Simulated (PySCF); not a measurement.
```xyz
14

C    -2.2831    0.0312   -0.1197
C    -1.2353    0.9670   -0.5686
C     0.1508    0.5066   -0.7898
O     0.8588    0.5344    0.4443
Si    2.3627    0.1275    0.8255
F     2.3565    0.3676    2.4062
H    -2.1816   -0.9361   -0.6118
H    -3.2766    0.4345   -0.3061
H    -2.2047   -0.1509    0.9599
H    -1.4021    2.0253   -0.4617
H     0.6782    1.1556   -1.4996
H     0.1689   -0.5210   -1.1716
H     2.6479   -1.2841    0.6140
H     3.3589    1.0221    0.2569
```

Geometry: GFN2-xTB.

Level of theory: UKS B3LYP, pcH-1 on C F H O Si, non-relativistic, mean-field spin-orbit, GIAO (PySCF).

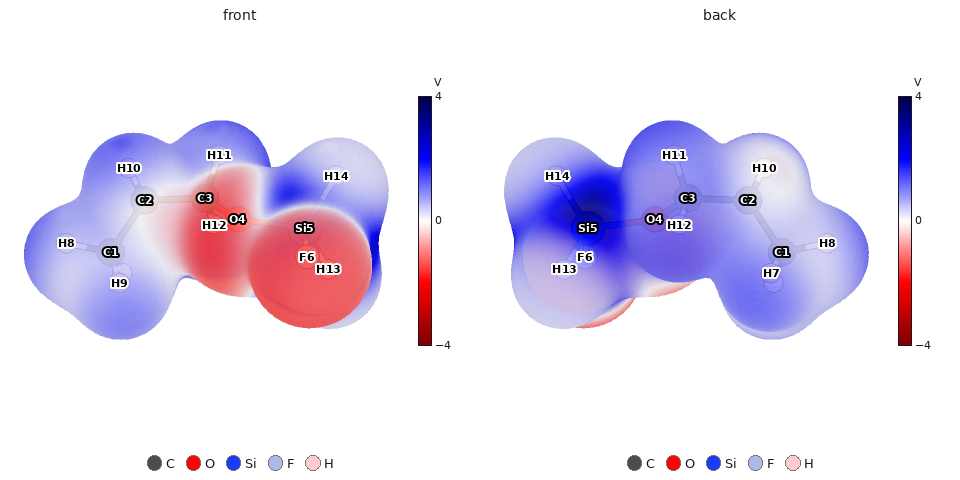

C₃H₈FOSi (SMILES C[CH]CO[SiH2]F) (doublet). The electrostatic potential painted on the density surface at 0.004 e/bohr³, seen from the front and from behind; the colour scale runs from red (negative) to blue (positive).

### Where is the surface potential most negative and most positive?

The most negative region (about −1.5 V, or −35 kcal/mol for a unit charge) lies over O4, the most positive (about +3.0 V, or +69 kcal/mol for a unit charge) over Si5. O4 is the likeliest acceptor of a hydrogen bond.
